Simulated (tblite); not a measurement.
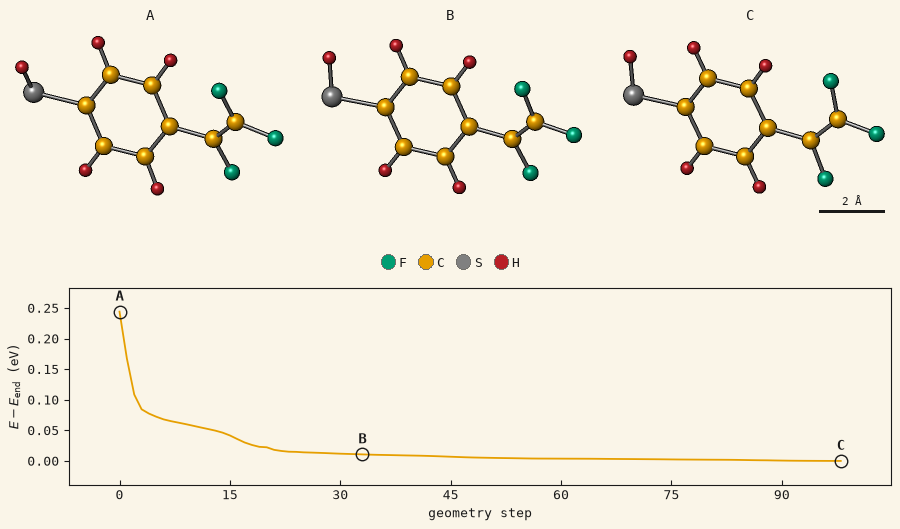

Frames of a relaxation of C8H5F3S, marked on the history of the run. A ball-and-stick model, seen at a tilt.

Theory: tblite 0.8.0, GFN2-xTB geometry optimisation, gas phase. 

**Describe the path.**

The energy falls by 0.244 eV in 98 geometry steps. The largest moves after the best rigid fit, 0.59 Å, are those of F and H atoms. Largest moves by element: F 0.59 Å, H 0.59 Å, C 0.23 Å, S 0.10 Å. Some distances before and after: C–F 1.365 → 1.326 Å, C–S 1.787 → 1.760 Å, C–C 1.479 → 1.455 Å, C–C 1.400 → 1.379 Å. Among the angles between lasting bonds that change: F–C–F 118.8° → 110.2°, F–C–C 118.9° → 124.1°, F–C–C 122.3° → 125.8°. Groups turn about C–S by about 35°, C–C by about 20°. The run took 0.67 s on 1 thread of Arm Neoverse V2 (shared host). From step 0 to 33: an H atom moves most (0.47 Å), energy −0.233 eV. From step 33 to 98: an F atom moves most (0.47 Å), energy −0.011 eV.
